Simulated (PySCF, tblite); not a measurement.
# C₇H₉O radical: geometry, infrared bands and EPR parameters

Wanted: the infrared bands and EPR parameters of C₇H₉O radical (`O[C@@H]1[C@H]2[CH]C[C@@H]1C=C2`), by calculation.

Programs: tblite 0.8.0 and PySCF 2.14.0, with density-fitted response routines of our own. Each step states its level of theory. These are calculated values for one molecule in the gas phase, unless marked as measured. Atoms are numbered from 0 throughout.

## Step 1: Starting geometry

17 atoms, charge 0, multiplicity 2; geometry from: force field or distance geometry start.

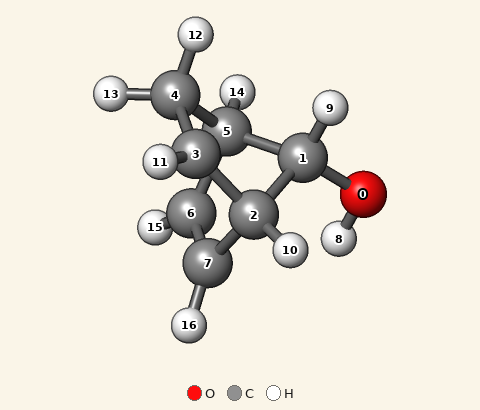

The starting geometry (oxygen red, carbon grey, hydrogen white), atoms numbered; sticks join atoms by distance.

## Step 2: Relaxing the molecule with GFN2-xTB

Job settings and geometry (Å):

```
{"job": {"kind": "relax", "xc": "GFN2-xTB", "basis": "xTB"}, "charge": 0, "multiplicity": 2}
O     -0.983500     0.489400    -2.090600
C      0.041800     0.091200    -1.217100
C     -0.268400    -1.122700    -0.296400
C      1.013100    -1.157600     0.479600
C      1.454400     0.277300     0.695900
C      0.290100     1.030200    -0.018500
C     -0.980500     0.795100     0.782400
C     -1.314200    -0.493300     0.614100
H     -1.788900     0.642700    -1.559700
H      0.942600    -0.067900    -1.812400
H     -0.588700    -2.025400    -0.823700
H      1.377100    -2.013000     1.051400
H      2.407700     0.453500     0.197600
H      1.541000     0.531900     1.746900
H      0.464100     2.085500    -0.270300
H     -1.474600     1.514500     1.433600
H     -2.140200    -1.019300     1.077500
```

Started as:

```sh
$ OMP_NUM_THREADS=1 python probes_run.py task.json out
```

One launch serves the whole session: the jobs run in the order shown.

**Question.** This job is followed by: GFN2-xTB harmonic vibrations, gas phase; UKS B3LYP, pcH-1 on C H O, non-relativistic, mean-field spin-orbit, GIAO. What will the session give for the following? strongest single infrared mode (GFN2-xTB); zero-point energy (GFN2-xTB); g(iso) (B3LYP); ⟨S²⟩; largest a(iso); surface potential, least and greatest.

The runs gave:

| quantity | value |
| --- | --- |
| strongest single infrared mode (GFN2-xTB) | 1122 cm⁻¹, 138 km/mol |
| zero-point energy (GFN2-xTB) | 87.3 kcal/mol |
| g(iso) (B3LYP) | 2.00263 |
| ⟨S²⟩ | 0.755 (exact 0.75) |
| largest a(iso) | 13C on C3, 103.2 MHz |
| surface potential, least and greatest | -1.67 V and 1.31 V |

In words: The optimisation took 38 steps and gained 0.099 eV; among the close pairs (by a distance rule), C3–C4 changed most, from 1.517 to 1.486 Å. All 45 modes are real, so the xTB geometry is a minimum. The strongest single mode, at 1122 cm⁻¹, is spread over many atoms; the largest shares are those of O0, C1. GFN2-xTB is a fitted tight-binding method: band positions and strengths are rough. Its intensities can rank the bands wrongly. Most of the unpaired spin sits on C3 (0.98 e). The isotropic g lies 0.3 ppt above the free-electron value.
